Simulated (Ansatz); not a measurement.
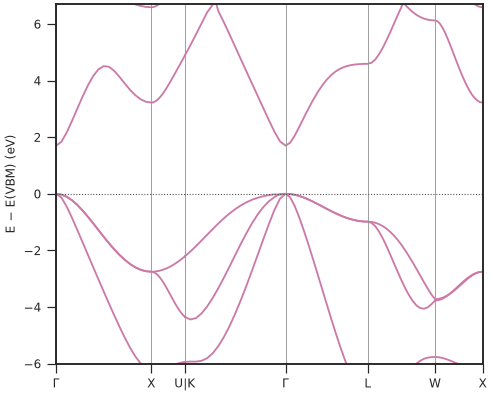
*Band structure from PBEsol (plane waves, PAW; program Ansatz)*

Problem. Read off the gap and where the band edges lie.

Solution. About 1.7 eV (1.70 eV by a search for the band edges); maximum at Γ, minimum at Γ.

The material is GaN (zinc blende, F-43m).

The cell was relaxed with PBEsol under the symmetry of its start. Scalar-relativistic: spin–orbit coupling is off unless named, which matters more the heavier the elements.

Potentials: the later of the program's two PAW sets.
